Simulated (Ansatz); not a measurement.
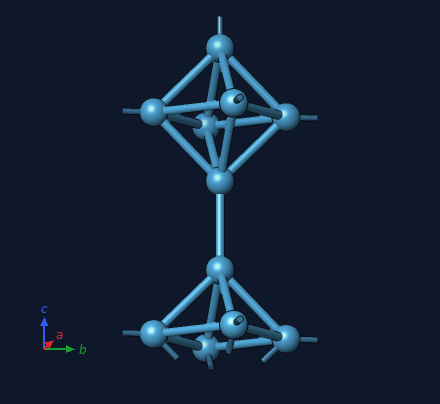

The picture shows a finite piece of the underlying net of a crystal structure, nodes on the atoms' positions. Nodes are coloured by topological kind. Edges to nodes outside the piece are drawn as stubs.

**What net is this?**

A uninodal 5-connected, three-periodic net.

**Give point symbol and coordination sequence.**

3^4.4^2.8^4, sequence 5, 9, 22, 37, 57, 82.

Origin of the net. SiMo₆ (space group Pm-3m, No. 221): the end point of a relaxation with Ansatz 0.2.0, DFT PBE, scalar-relativistic, plane waves, PAW; the starting structure was generated, so it need not be a known form of this composition. Bonds are taken as Mo–Mo below 2.9 Å. Simplification: prune 0- and 1-connected atoms, fold 2-connected ones into links. Mo is a 5-connected node. Si drops out.
